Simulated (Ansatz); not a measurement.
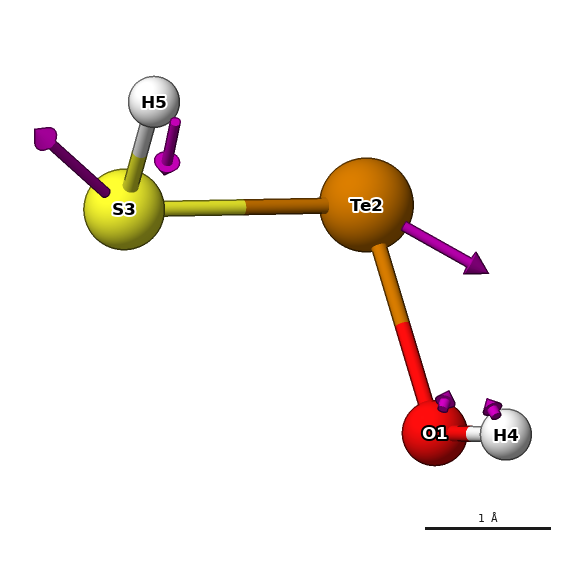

Arrows show the forces on the atoms, 0.3 Å of arrow for 1 eV/Å; forces under a tenth of the largest aren't drawn. Level of theory: PBE0-D4/def2-TZVPP (Ansatz 0.2.0).

On which atom is the force largest, and how large is it?

Answer. On S3: 3.83 eV/Å.

List the force components in the frame of the picture (x right, y up, z towards the viewer), in eV/Å.

```csv
atom,Fx,Fy,Fz
O1,0.17,0.53,−0.37
Te2,2.30,−1.29,−0.30
S3,−1.91,1.72,2.85
H4,−0.26,0.50,−0.33
H5,−0.30,−1.45,−1.84
```
